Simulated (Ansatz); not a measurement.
ClF3H2NTa···H (doublet)

```csv
atom,x (Å),y (Å),z (Å)
Ta,0.1668,0.0092,-0.1149
Cl,2.5655,-0.0183,0.2446
F,-1.1016,0.0314,1.2521
N,-0.4910,0.0117,-1.9347
H,-0.6778,-0.8241,-2.4616
H,-0.6512,0.8489,-2.4685
F,0.1346,1.8876,-0.1923
F,0.0898,-1.8684,-0.1790
H,5.1450,-0.0780,0.2442
```

Core potentials replace the inner electrons of Ta; not at a stationary point (largest force 1.6 eV/Å).

The calculation used Ansatz, UHF/def2-SVP.

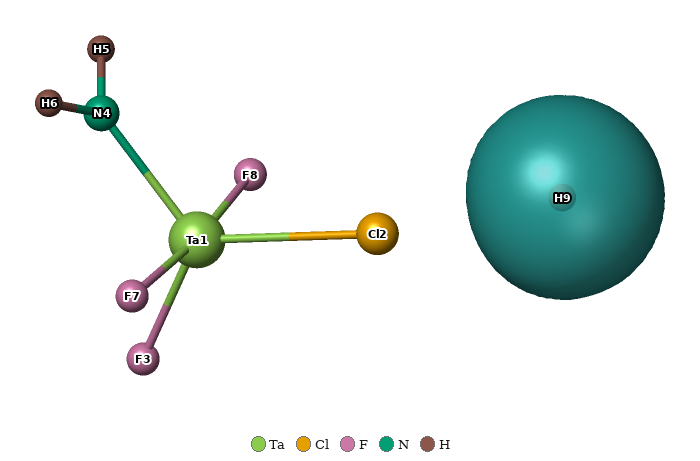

Figure 1. Isosurface of the spin density at +0.02 e/Å³ (teal), seen at a tilt.

Q: Which atoms carry the spin?

A: The unpaired spin (1 electron) lies mostly on H9 (about 1.0), in electrons by Hirshfeld's partition.

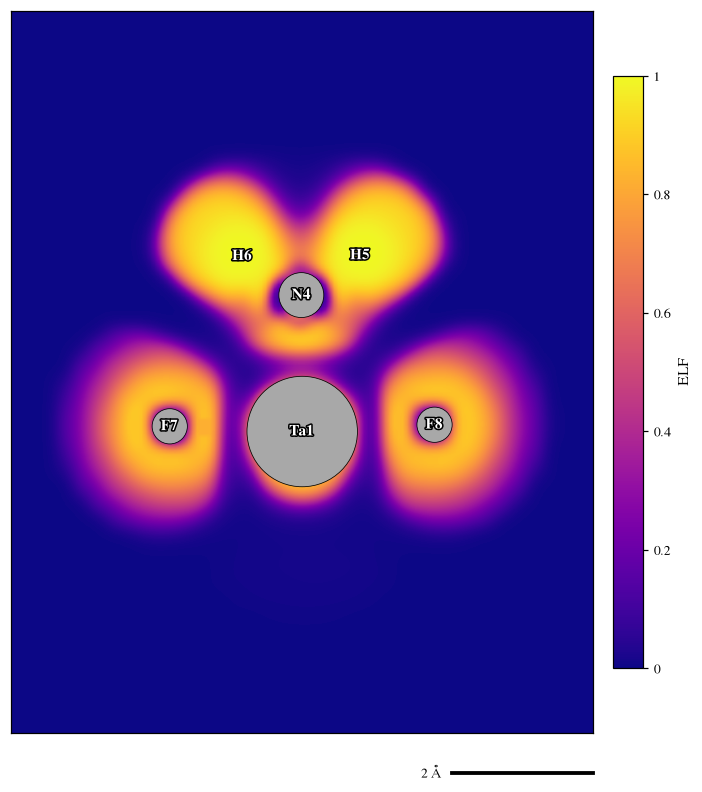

Figure 2. ELF on the plane of atoms Ta1, N4 and H5. Grey discs cover the atomic cores.

Q: What do the fields say about this system?

A:
- The plane passes through Ta, N, H and F nuclei.
- Ta–F (1.88 Å): the ELF peaks at about 0.80 in the valence shell of F, 0.6 Å from its nucleus, and drops to about 0.20 between the two atoms.
- Ta–N (1.94 Å): the ELF peaks at about 0.90 in the valence shell of N, 0.6 Å from its nucleus, and is about 0.35 at the midpoint.
- N–H (1.01 Å): the ELF climbs to about 1 towards the hydrogen, as it does in any bond to H (a covalent bond by its length).

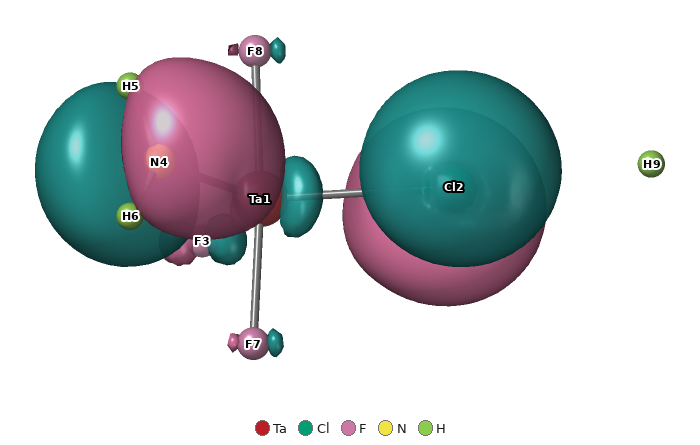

Figure 3. The HOMO (β) at ±0.08 Å⁻³ᐟ² (teal and pink are the two phases), seen from one side.

Q: Where does this orbital lie, and at what energy?

A: By Hirshfeld shares it lies mainly on Cl2 (about 50 %) and N4 (about 35 %); largely a combination of lone pairs on Cl2 and N4. Its energy is −12.70 eV.
